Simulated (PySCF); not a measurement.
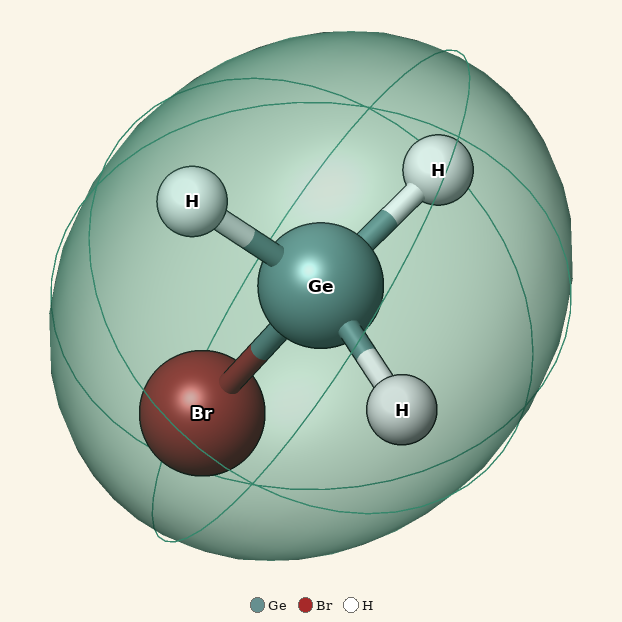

The ellipsoid shows the static dipole polarisability: its half-axes are proportional to the principal values. Computed geometry: GFN2-xTB optimisation. No frequency run is at hand to confirm it as a minimum. Level of theory: B3LYP/def2-SVPD (PySCF 2.14.0).

> Give the principal values, the mean and the anisotropy.

Principal values 47.3, 47.3, 64.3 bohr³; mean 53.0 bohr³ (7.85 Å³); anisotropy 17.0 bohr³, so the longest axis is 1.36 times the shortest.

The geometry is semi-empirical. Around Br, Ge such bond lengths and angles can be off by a tenth of an ångström or more and by several degrees, and values that hang on the shape move with them.
